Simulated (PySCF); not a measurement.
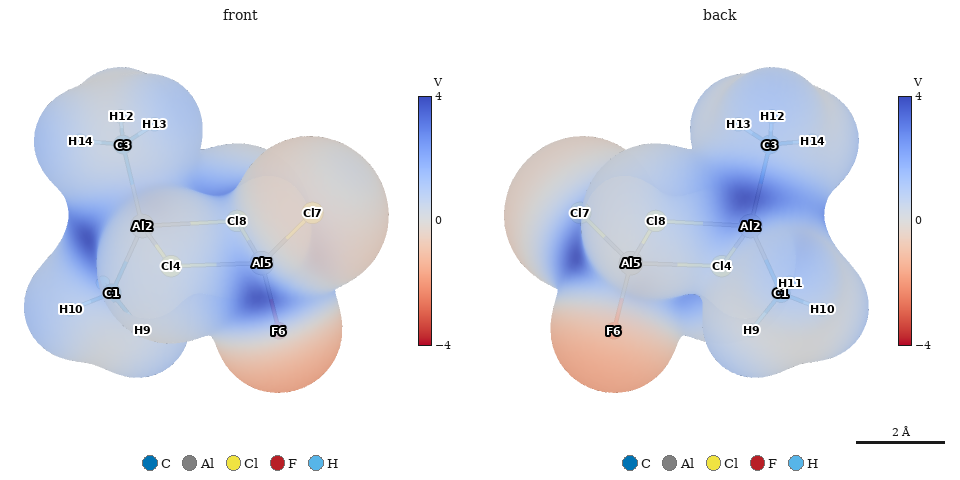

C$_{2}$H$_{6}$Al$_{2}$Cl$_{3}$F. The molecular electrostatic potential painted on the density surface at 0.004 e/bohr³, seen from the front and from behind; red is negative and blue positive.

Geometry: GFN2-xTB.

The calculation used PBE0/pcSseg-1, SCF density, gas phase, non-relativistic in PySCF.

Input

```
{"job": {"kind": "nmr", "xc": "PBE0", "basis": "pcSseg-1"}, "charge": 0, "multiplicity": 1}
C     -0.987066     0.858836     1.823154
Al    -0.594250     0.019642     0.070067
C     -1.503036    -0.760059    -1.512069
Cl     0.989659     1.360576    -0.810696
Al     2.540904    -0.086434    -0.288352
F      3.308683     0.539156     1.038348
Cl     3.531502    -0.809199    -1.899788
Cl     1.043745    -1.464776     0.508892
H     -0.079068     1.085979     2.397325
H     -1.525901     1.805949     1.716141
H     -1.611966     0.233271     2.467538
H     -2.088487    -1.647381    -1.250996
H     -0.813748    -1.070559    -2.308251
H     -2.211651    -0.065475    -1.973479
```

Launched as:

```sh
OMP_NUM_THREADS=1 python probes_run.py task.json out
```

Where is the surface potential most negative and most positive?

The most negative region (about −1.5 V, or −35 kcal/mol for a unit charge) lies over F6, the most positive (about +3.7 V, or +85 kcal/mol for a unit charge) over Al2 and Al5.

How polar is the molecule by this calculation?

Its dipole moment is 3.30 D.
